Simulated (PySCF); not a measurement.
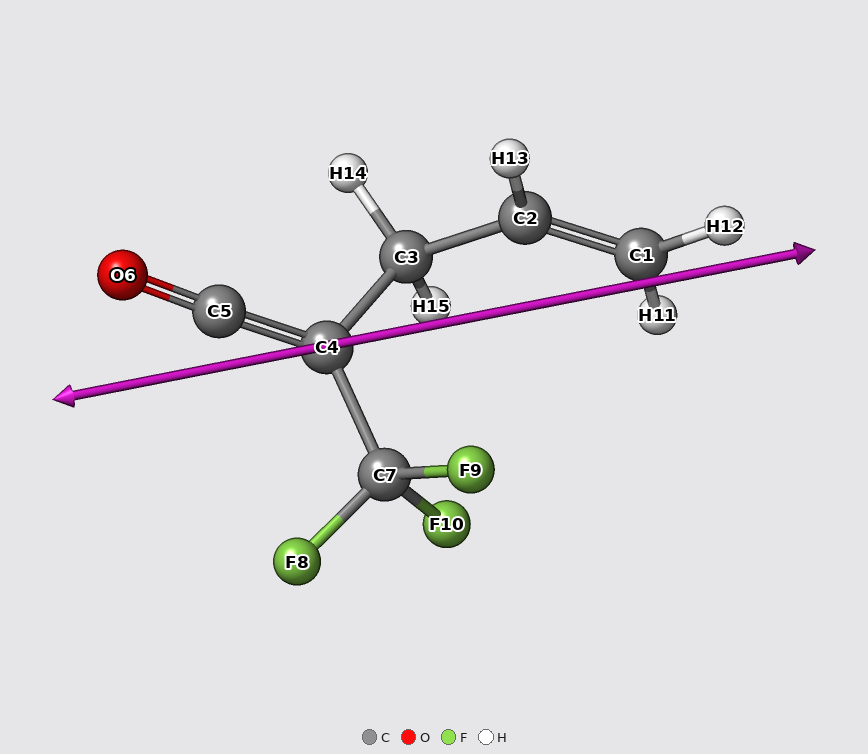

The double arrow shows the direction of the transition dipole to excited singlet state 2 (its length means nothing). Computed geometry: GFN2-xTB optimisation. No frequency run is at hand to confirm it as a minimum. Method: TDDFT PBE0/def2-SVPD, vertical, gas phase, core orbitals frozen in the response (PySCF 2.14.0).

How is the transition polarised?

Close to the long direction C1···O6.

Give its energy, strength and character.

5.30 eV (234 nm), oscillator strength 0.027, mainly HOMO−1 → LUMO (weight 0.90); transition dipole 1.17 D.
